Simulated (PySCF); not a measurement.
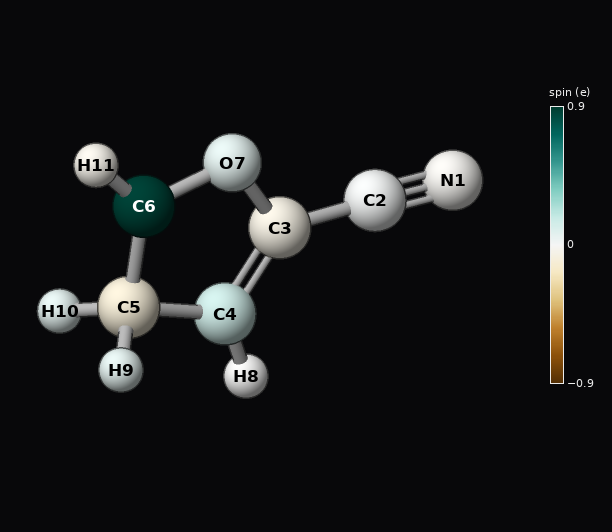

Atoms are coloured by their Mulliken spin populations. State: neutral, doublet. The geometry was computed by an optimisation with GFN2-xTB. No frequency run is at hand to confirm it as a minimum. Properties computed with UKS B3LYP, pcH-1 on C H N O, non-relativistic (PySCF 2.14.0).

> Which atom carries the largest spin population?

C6 (0.87 e).

> Which atom has the lowest spin population?

C5 (−0.10 e); a negative value comes from spin polarisation.

Give the Mulliken spin populations atom by atom.

```json
{"atom": "N1", "value (e)": "−0.02"}
{"atom": "C2", "value (e)": "0.01"}
{"atom": "C3", "value (e)": "−0.06"}
{"atom": "C4", "value (e)": "0.14"}
{"atom": "C5", "value (e)": "−0.10"}
{"atom": "C6", "value (e)": "0.87"}
{"atom": "O7", "value (e)": "0.07"}
{"atom": "H8", "value (e)": "−0.01"}
{"atom": "H9", "value (e)": "0.07"}
{"atom": "H10", "value (e)": "0.07"}
{"atom": "H11", "value (e)": "−0.04"}
```

Mulliken values depend strongly on the basis set.
